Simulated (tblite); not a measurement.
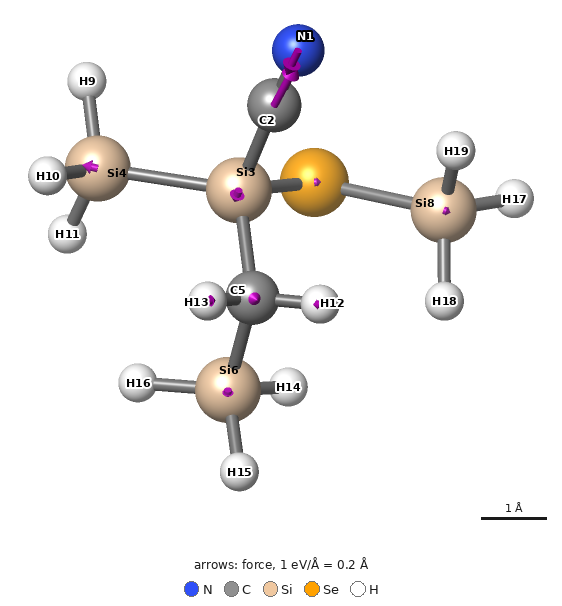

Starting geometry of C₂H₁₁NSeSi₄ with the computed forces as purple arrows. Style: ball-and-stick. Shown face on.

The calculation used tblite 0.8.0, GFN2-xTB geometry optimisation, gas phase. 

**What follows when this structure is relaxed?**

It isn't relaxed: the largest force vector, on a C atom, is 4.60 eV/Å. The final displacements have little in common with the starting forces (cosine between the two patterns 0.13). An H atom moves most after the best rigid fit: 0.38 Å. By element the largest moves are H 0.38 Å, Si 0.27 Å, N 0.26 Å, C 0.17 Å, Se 0.17 Å. Among the contacts that change: Si–Si 2.247 → 2.334 Å, C–Si 1.798 → 1.880 Å, Se–Si 2.293 → 2.344 Å, C–Si 1.875 → 1.913 Å. Among the angles between lasting bonds that change: Si–Se–Si 92.4° → 103.1°, Si–Si–C 109.4° → 118.7°, C–Si–Se 109.7° → 103.4°. Over 79 geometry steps the energy falls by 8.79 kcal/mol.
